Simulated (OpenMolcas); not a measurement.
# A ladder of methods for GaCl2O (SMILES [O][Ga]([Cl])[Cl])

GaCl2O: 4 atoms, total charge 0, spin state doublet. As SMILES, `[O][Ga]([Cl])[Cl]`. The coordinates come from a PBE0-D4/def2-TZVP relaxation.

Quantity: the electronic atomisation energy, in eV. The values are calculated. Electronic energies at fixed atoms, without zero-point motion or spin-orbit coupling.

```tsv
level	kind	program	value (eV)	CPU time (all runs)
UHF/aug-cc-pVDZ	Hartree–Fock	OpenMolcas	7.27	33 s
USVWN5/aug-cc-pVDZ	LDA	OpenMolcas	12.48	50 s
U-revPBE/aug-cc-pVDZ	GGA	OpenMolcas	10.07	63 s
UBLYP/aug-cc-pVDZ	GGA	OpenMolcas	9.92	77 s
UPBE/aug-cc-pVDZ	GGA	OpenMolcas	10.69	68 s
UB3LYP/aug-cc-pVDZ	global hybrid	OpenMolcas	9.93	86 s
UBHLYP/aug-cc-pVDZ	global hybrid	OpenMolcas	9.62	77 s
UM06-2X/aug-cc-pVDZ	hybrid meta-GGA	OpenMolcas	10.62	98 s
```

All-electron rows without a relativistic Hamiltonian named are non-relativistic. The values span 7.27 to 12.48 eV. CPU times are rough (shared hosts, several kinds of processor and program).

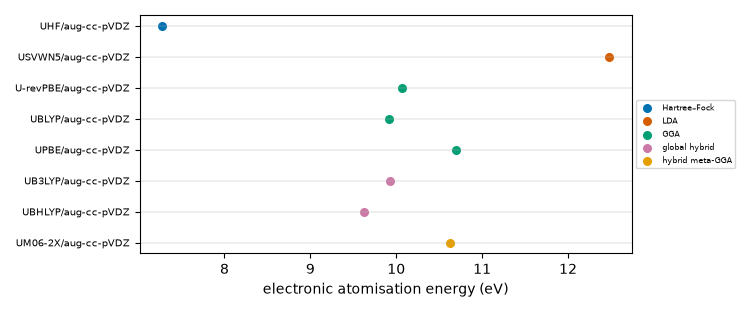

The values of the table, level by level.
